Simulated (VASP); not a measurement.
# Co: surface energy and work function by face, part 2 of 5

Aim: compare the low-index faces of Co at one level of theory.

VASP 6.6.1; PBEsol, spin-polarised from a ferromagnetic start; plane waves and PAW (Co).

Still holding for the runs below: The magnetic state follows from one typed start and may not be the lowest.

So far. Step 2 (The bulk reference, job relaxation, k-mesh 18×18×10): Energy at zero smearing: -15.47874 eV. The relaxed cell has a = 2.453, c = 3.961 Å (conventional setting).

### 3. The bulk reference, job self-consistent run, k-mesh 22×22×12

Contents of INCAR:

```
SYSTEM = Co
PREC = Normal
ENCUT = 320
EDIFF = 1E-06
NELM = 120
ISMEAR = 1
SIGMA = 0.15
LREAL = .FALSE.
ALGO = Fast
GGA = PS
NBANDS = 19
ISPIN = 2
MAGMOM = 2 2
LASPH = .TRUE.
LMAXMIX = 4
LORBIT = 11
LWAVE = .FALSE.
LCHARG = .FALSE.
KPAR = 4
```

Contents of POSCAR:

```
Co
1.0
    2.4531912211      0.0000000000      0.0000000000
   -1.2265956105      2.1245259178      0.0000000000
    0.0000000000      0.0000000000      3.9611132850
Co
2
Direct
    0.0000000000      0.0000000000      0.0000000000
    0.3333333333      0.6666666667      0.5000000000
```

Contents of KPOINTS:

```
Automatic mesh
0
Gamma
22 22 12
0 0 0
```

PAW data sets: Co (PBE family, release 64).

Run with:

```sh
> mpirun -np 4 vasp_std
```

The log of the run:

```text
[banner, memory and clock lines left out]
running    4 mpi-ranks, on    1 nodes
 distrk:  each k-point on    1 cores,    4 groups
 distr:  one band on    1 cores,    1 groups

 POSCAR found type information on POSCAR Co
 POSCAR found :  1 types and       2 ions
 [... a notice as in an earlier step ...]

 LDA part: xc-table for (Slater+PW92), standard interpolation
 POSCAR, INCAR and KPOINTS ok, starting setup
 FFT: planning ... GRIDC
 FFT: planning ... GRID_SOFT
 FFT: planning ... GRID
 WAVECAR not read
 entering main loop
       N       E                     dE             d eps       ncg     rms          rms(c)
DAV:   1     0.610847570613E+02    0.61085E+02   -0.56687E+03 30016   0.868E+02
DAV:   2    -0.152197516312E+02   -0.76305E+02   -0.68718E+02 28234   0.183E+02
DAV:   3    -0.178743990870E+02   -0.26546E+01   -0.25848E+01 30725   0.424E+01
DAV:   4    -0.179167900306E+02   -0.42391E-01   -0.42365E-01 35000   0.459E+00
DAV:   5    -0.179178054169E+02   -0.10154E-02   -0.10153E-02 31557   0.618E-01    0.165E+01
RMM:   6    -0.159018299335E+02    0.20160E+01   -0.81930E+00 32616   0.311E+01    0.698E+00
RMM:   7    -0.155551651490E+02    0.34666E+00   -0.87040E-01 32337   0.109E+01    0.432E+00
RMM:   8    -0.155134010518E+02    0.41764E-01   -0.27937E-02 38088   0.103E+00    0.182E+00
RMM:   9    -0.154980601084E+02    0.15341E-01   -0.76397E-03 39863   0.457E-01    0.459E-01
RMM:  10    -0.154972711401E+02    0.78897E-03   -0.13043E-03 37369   0.340E-01    0.135E-01
RMM:  11    -0.154972187224E+02    0.52418E-04   -0.50369E-04 42131   0.122E-01    0.539E-02
RMM:  12    -0.154972198526E+02   -0.11302E-05   -0.53488E-05 37904   0.465E-02    0.364E-02
RMM:  13    -0.154972196097E+02    0.24295E-06   -0.14458E-05 37666   0.387E-02    0.123E-02
RMM:  14    -0.154972166171E+02    0.29926E-05   -0.57514E-06 34569   0.197E-02    0.251E-03
RMM:  15    -0.154972166416E+02   -0.24563E-07   -0.18989E-06 20562   0.753E-03
   1 F= -.15497217E+02 E0= -.15497235E+02  d E =0.563268E-04  mag=     3.1459
```

Run time: 12 s. Hardware: 4 MPI ranks of Intel Xeon 6975P-C (Granite Rapids), shared host; peak memory 0.74 GiB; 40 s of CPU time.

Parts of OUTCAR (step 3):

```text
  LATTYP: Found a hexagonal cell.
 ALAT       =     2.4531912211
 C/A-ratio  =     1.6146777515

 Found    364 irreducible k-points:

   k-points           NKPTS =    364   k-points in BZ     NKDIM =    364   number of bands    NBANDS=     19

   dimension x,y,z NGX =    12 NGY =   12 NGZ =   18
   dimension x,y,z NGXF=    24 NGYF=   24 NGZF=   36

   ENCUT  =  320.0 eV  23.52 Ry    4.85 a.u.   3.58  3.58  5.78*2*pi/ulx,y,z

   NELECT =      18.0000    total number of electrons

 E-fermi :  10.7899

 spin component 1
 k-point     1 :       0.0000    0.0000    0.0000
  band No.  band energies     occupation
    ...
      8       8.8799      1.00000
      9       8.8799      1.00000
     10      10.0832      1.00000
     11      10.0832      1.00000
     12      10.6461      1.02035
     13      17.6100      0.00000
     14      33.1180      0.00000
     15      36.1601      0.00000
     16      36.1602      0.00000
     17      36.3934      0.00000
    ...

 k-point     2 :       0.0455   -0.0000    0.0000
  band No.  band energies     occupation
    ...
      7       8.5370      1.00000
      8       8.8411      1.00000
      9       8.8559      1.00000
     10       9.6283      1.00000
     11      10.0938      1.00000
     12      11.1887     -0.00055
     13      17.6208      0.00000
     14      32.6601      0.00000
     15      34.6728      0.00000
     16      35.1344      0.00000
    ...

 k-point     3 :       0.0909   -0.0000    0.0000
  band No.  band energies     occupation
    ...
      7       8.6331      1.00000
      8       8.6611      1.00000
      9       8.7886      1.00000
     10       9.1399      1.00000
     11      10.1222      1.00000
     12      12.0049     -0.00000
     13      17.6554      0.00000
     14      31.1112      0.00000
     15      33.7094      0.00000
     16      33.7158      0.00000
    ...

 k-point     4 :       0.1364   -0.0000    0.0000
  band No.  band energies     occupation
    ...
      7       8.5672      1.00000
      8       8.6891      1.00000
      9       8.7869      1.00000
     10       8.9147      1.00000
     11      10.1604      1.00000
     12      12.9005     -0.00000
     13      17.7195      0.00000
     14      29.0435      0.00000
     15      32.3453      0.00000
     16      33.1806      0.00000
    ...

  Total        0.0228821      0.0228821      0.0019707      0.0000000     -0.0000000      0.0000000
  in kB        1.7758043      1.7758043      0.1529414      0.0000000     -0.0000000      0.0000000
  external PRESSURE =       1.2348500 kB  Pullay stress =       0.0000000 kB

  energy-cutoff  :      320.00
  volume of cell :       20.64
      direct lattice vectors                 reciprocal lattice vectors
     2.453191221  0.000000000  0.000000000     0.407632308  0.235346623  0.000000000
    -1.226595610  2.124525918  0.000000000     0.000000000  0.470693246  0.000000000
     0.000000000  0.000000000  3.961113285     0.000000000  0.000000000  0.252454279

 POSITION                                       TOTAL-FORCE (eV/Angst)
 -----------------------------------------------------------------------------------
      0.00000      0.00000      0.00000         0.000000      0.000000      0.000000
     -0.00000      1.41635      1.98056        -0.000000      0.000000      0.000000
 -----------------------------------------------------------------------------------
    total drift:                               -0.000000      0.000000     -0.000000

  FREE ENERGIE OF THE ION-ELECTRON SYSTEM (eV)
  ---------------------------------------------------
  free  energy   TOTEN  =       -15.4972166416 eV

  energy  without entropy=      -15.4972729684  energy(sigma->0) =      -15.49723542

 total charge
# of ion       s       p       d       tot
------------------------------------------
    1        0.511   0.570   7.282   8.363
    2        0.511   0.570   7.282   8.363
--------------------------------------------------
tot          1.022   1.140  14.564  16.725

 magnetization (x)
# of ion       s       p       d       tot
------------------------------------------
    1       -0.015  -0.052   1.646   1.579
    2       -0.015  -0.052   1.646   1.579
--------------------------------------------------
tot         -0.030  -0.104   3.292   3.158

[... 2 parts as in an earlier step ...]

[... 11 further parts left out ...]
```

This step gave:

```yaml
electronic_cycles: 15
free_energy_toten: -15.50 eV
fermi_energy: 10.79 eV
moment_of_the_cell_from_the_last_line_of_the_log: 3.15 μB
```

Energy at zero smearing: -15.49724 eV.

The run ends at a pressure of 0.12 GPa.

### 4. Surface relaxation, 8 atoms, face Co(0001)

System of this step: Co(0001). The cell holds 8 atoms: 8 Co. Its edges and angles: a = 2.453 Å, b = 2.453 Å, c = 28.864 Å, α = 90.0°, β = 90.0°, γ = 60.0°. It derives from Co. 8 layers of hcp Co, cut at this functional's lattice. Vacuum lies along c.

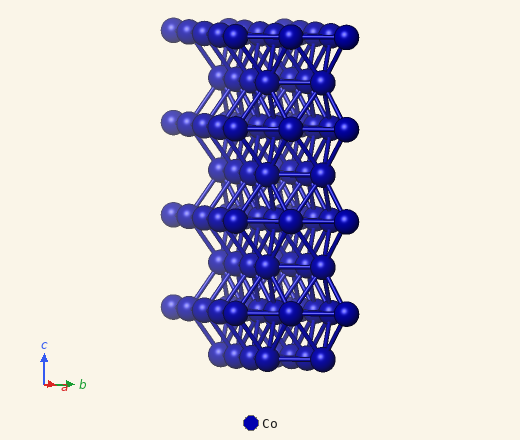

The cell of this step (cobalt blue). 4×2×1 cells are drawn. Some periodic images of atoms are drawn too.

All atoms relax at the fixed cell.

Contents of INCAR:

```
SYSTEM = Co
PREC = Normal
ENCUT = 320
EDIFF = 1E-05
NELM = 120
ISMEAR = 1
SIGMA = 0.15
LREAL = .FALSE.
ALGO = Fast
GGA = PS
NBANDS = 58
ISPIN = 2
MAGMOM = 2 2 2 2 2 2 2 2
LASPH = .TRUE.
LMAXMIX = 4
LORBIT = 11
LWAVE = .FALSE.
LCHARG = .FALSE.
KPAR = 4
IBRION = 2
NSW = 40
ISIF = 2
EDIFFG = -0.03
POTIM = 0.4
MAXMIX = 40
```

Contents of POSCAR:

```
Co
1.0
    2.4531912211      0.0000000000      0.0000000000
    1.2265956106      2.1245259178      0.0000000000
    0.0000000000      0.0000000000     28.8638964975
Co
8
Direct
    0.6666666700      0.6666666700      0.2598401800
    0.0000000000      0.0000000000      0.3284572700
    0.6666666700      0.6666666700      0.3970743600
    0.0000000000      0.0000000000      0.4656914500
    0.6666666700      0.6666666700      0.5343085500
    0.0000000000      0.0000000000      0.6029256400
    0.6666666700      0.6666666700      0.6715427300
    0.0000000000      0.0000000000      0.7401598200
```

Contents of KPOINTS:

```
Automatic mesh
0
Gamma
15 15 1
0 0 0
```

Run with:

```sh
> mpirun -np 4 vasp_std
```

The log of the run:

```text
[banner, memory and clock lines left out]
running    4 mpi-ranks, on    1 nodes
 distrk:  each k-point on    1 cores,    4 groups
 distr:  one band on    1 cores,    1 groups

 POSCAR found type information on POSCAR Co
 POSCAR found :  1 types and       8 ions
 [... a notice as in an earlier step ...]

 LDA part: xc-table for (Slater+PW92), standard interpolation
 POSCAR, INCAR and KPOINTS ok, starting setup
 FFT: planning ... GRIDC
 FFT: planning ... GRID_SOFT
 FFT: planning ... GRID
 WAVECAR not read
 entering main loop
       N       E                     dE             d eps       ncg     rms          rms(c)
DAV:   1     0.468601914639E+03    0.46860E+03   -0.23805E+04  6336   0.106E+03
DAV:   2    -0.286551301867E+02   -0.49726E+03   -0.45879E+03  6270   0.274E+02
DAV:   3    -0.692065125191E+02   -0.40551E+02   -0.37306E+02  6706   0.107E+02
DAV:   4    -0.699615548024E+02   -0.75504E+00   -0.75316E+00  6890   0.168E+01
DAV:   5    -0.699860974125E+02   -0.24543E-01   -0.24541E-01  9504   0.198E+00    0.326E+01
RMM:   6    -0.102222845652E+03   -0.32237E+02   -0.81036E+01  6264   0.614E+01    0.608E+01
RMM:   7    -0.103655519583E+03   -0.14327E+01   -0.16896E+01  6283   0.244E+01    0.655E+01
RMM:   8    -0.768481414528E+02    0.26807E+02   -0.17776E+01  6306   0.279E+01    0.504E+01
RMM:   9    -0.634032140098E+02    0.13445E+02   -0.10998E+01  6317   0.220E+01    0.365E+01
RMM:  10    -0.761081563605E+02   -0.12705E+02   -0.78590E+00  6319   0.171E+01    0.578E+01
RMM:  11    -0.573887147633E+02    0.18719E+02   -0.27936E+00  6310   0.119E+01    0.186E+01
RMM:  12    -0.588083881977E+02   -0.14197E+01   -0.59621E-01  6338   0.492E+00    0.230E+01
RMM:  13    -0.574387210226E+02    0.13697E+01   -0.10744E+00  6320   0.674E+00    0.112E+01
RMM:  14    -0.586302952505E+02   -0.11916E+01   -0.37502E-01  6327   0.276E+00    0.108E+01
RMM:  15    -0.591161850845E+02   -0.48589E+00   -0.88576E-01  6507   0.430E+00    0.683E+00
RMM:  16    -0.593531243662E+02   -0.23694E+00   -0.24582E-01  6311   0.207E+00    0.570E+00
RMM:  17    -0.593530250731E+02    0.99293E-04   -0.10124E-01  6325   0.138E+00    0.305E+00
RMM:  18    -0.594303778169E+02   -0.77353E-01   -0.39327E-02  6411   0.770E-01    0.240E+00
RMM:  19    -0.595680163574E+02   -0.13764E+00   -0.31743E-02  6466   0.571E-01    0.213E+00
RMM:  20    -0.597927153086E+02   -0.22470E+00   -0.16340E-01  6879   0.119E+00    0.233E+00
RMM:  21    -0.599917811888E+02   -0.19907E+00   -0.18751E-02  6338   0.540E-01    0.200E+00
RMM:  22    -0.600569327943E+02   -0.65152E-01   -0.45465E-03  6321   0.330E-01    0.145E+00
RMM:  23    -0.600920195425E+02   -0.35087E-01   -0.63658E-03  6406   0.255E-01    0.126E+00
RMM:  24    -0.601264255742E+02   -0.34406E-01   -0.10055E-02  6558   0.281E-01    0.102E+00
RMM:  25    -0.601576416258E+02   -0.31216E-01   -0.13549E-02  6692   0.330E-01    0.882E-01
RMM:  26    -0.601997127342E+02   -0.42071E-01   -0.59377E-03  6511   0.219E-01    0.923E-01
RMM:  27    -0.602239005153E+02   -0.24188E-01   -0.26058E-03  6401   0.171E-01    0.749E-01
RMM:  28    -0.602443145177E+02   -0.20414E-01   -0.94546E-04  6312   0.102E-01    0.479E-01
RMM:  29    -0.602968071099E+02   -0.52493E-01   -0.16944E-03  6580   0.145E-01    0.258E-01
RMM:  30    -0.603144494167E+02   -0.17642E-01   -0.35214E-04  6282   0.967E-02    0.223E-01
RMM:  31    -0.603234956104E+02   -0.90462E-02   -0.12787E-04  6201   0.561E-02    0.174E-01
RMM:  32    -0.603246556538E+02   -0.11600E-02   -0.23829E-05  4366   0.268E-02    0.150E-01
RMM:  33    -0.603247090312E+02   -0.53377E-04   -0.80052E-06  3844   0.150E-02    0.125E-01
RMM:  34    -0.603249576480E+02   -0.24862E-03   -0.76046E-06  3855   0.127E-02    0.105E-01
RMM:  35    -0.603263680499E+02   -0.14104E-02   -0.38607E-05  4395   0.201E-02    0.644E-02
RMM:  36    -0.603273812401E+02   -0.10132E-02   -0.30486E-05  4342   0.166E-02    0.334E-02
RMM:  37    -0.603277082514E+02   -0.32701E-03   -0.87515E-06  3998   0.103E-02    0.233E-02
RMM:  38    -0.603277947341E+02   -0.86483E-04   -0.14834E-06  3750   0.566E-03    0.129E-02
RMM:  39    -0.603278831451E+02   -0.88411E-04   -0.82378E-07  3689   0.493E-03    0.989E-03
RMM:  40    -0.603279466966E+02   -0.63551E-04   -0.66626E-07  3557   0.499E-03    0.690E-03
RMM:  41    -0.603279758640E+02   -0.29167E-04   -0.63876E-07  3515   0.472E-03    0.173E-03
RMM:  42    -0.603279847512E+02   -0.88871E-05   -0.23411E-07  2674   0.336E-03
   1 F= -.60327985E+02 E0= -.60329924E+02  d E =-.603280E+02  mag=    12.9240
 curvature:   0.00 expect dE= 0.000E+00 dE for cont linesearch  0.000E+00
 trial: gam= 0.00000 g(F)=  0.290E-01 g(S)=  0.000E+00 ort = 0.000E+00 (trialstep = 0.100E+01)
 search vector abs. value=  0.290E-01
 bond charge predicted
       N       E                     dE             d eps       ncg     rms          rms(c)
DAV:   1    -0.603336071997E+02   -0.56313E-02   -0.44931E+00  6664   0.749E+00    0.102E+00
RMM:   2    -0.603418527866E+02   -0.82456E-02   -0.66461E-02  6264   0.183E+00    0.737E-01
RMM:   3    -0.603478929376E+02   -0.60402E-02   -0.14524E-02  6326   0.632E-01    0.337E-01
RMM:   4    -0.603481861579E+02   -0.29322E-03   -0.44323E-03  7336   0.319E-01    0.320E-01
RMM:   5    -0.603480780872E+02    0.10807E-03   -0.47789E-04  6377   0.109E-01    0.145E-01
RMM:   6    -0.603480133874E+02    0.64700E-04   -0.15469E-04  6322   0.635E-02    0.726E-02
RMM:   7    -0.603481350952E+02   -0.12171E-03   -0.51863E-05  5191   0.319E-02    0.622E-02
RMM:   8    -0.603484719276E+02   -0.33683E-03   -0.18804E-05  4358   0.220E-02    0.349E-02
RMM:   9    -0.603485805174E+02   -0.10859E-03   -0.10531E-05  3991   0.159E-02    0.134E-02
RMM:  10    -0.603485802185E+02    0.29890E-06   -0.31209E-06  3804   0.825E-03
   2 F= -.60348580E+02 E0= -.60349893E+02  d E =-.205955E-01  mag=    12.9366
[...]
3 F= -.60352503E+02 E0= -.60353445E+02  d E =-.245180E-01  mag=    12.9447
[...]
4 F= -.60352512E+02 E0= -.60353472E+02  d E =-.245269E-01  mag=    12.9445
 curvature:  -0.79 expect dE=-0.350E-03 dE for cont linesearch -0.189E-04
 ZBRENT: accuracy reached
 trial: gam=-0.01340 g(F)=  0.445E-03 g(S)=  0.000E+00 ort = 0.834E-03 (trialstep = 0.112E+01)
 search vector abs. value=  0.428E-03
 bond charge predicted
       N       E                     dE             d eps       ncg     rms          rms(c)
DAV:   1    -0.603526774399E+02   -0.16716E-03   -0.80747E-02  6504   0.101E+00    0.154E-01
RMM:   2    -0.603526526655E+02    0.24774E-04   -0.11201E-03  6264   0.237E-01    0.815E-02
RMM:   3    -0.603528427157E+02   -0.19005E-03   -0.22764E-04  6295   0.774E-02    0.371E-02
RMM:   4    -0.603528452693E+02   -0.25536E-05   -0.56752E-05  5297   0.367E-02
   5 F= -.60352845E+02 E0= -.60353788E+02  d E =-.333650E-03  mag=    12.9449
 trial-energy change:   -0.000334  1 .order   -0.000366   -0.000488   -0.000243
 step:   2.2427(harm=  2.2427)  dis= 0.00452  next Energy=   -60.352998 (dE=-0.487E-03)
 reached required accuracy - stopping structural energy minimisation
```

It took 93 s on 4 MPI ranks; peak memory 1.1 GiB; 5.5 min of CPU time.

(Continued in part 3 of 5.)

[Lines on the potential files, build, host, timing and source positions are cut from VASP's logs without a mark.]

[Logs are printed without paths, hosts, clocks, repeated set-up lines and the standing remarks that a program may print on its own settings, such as how far it seeks lower states.]

[Hosts, paths, dates, database ids (printed as entryN), source tags and the programs' standing remarks are cut or masked in the printed files.]

[Runs that stopped without an error message from VASP are left out.]
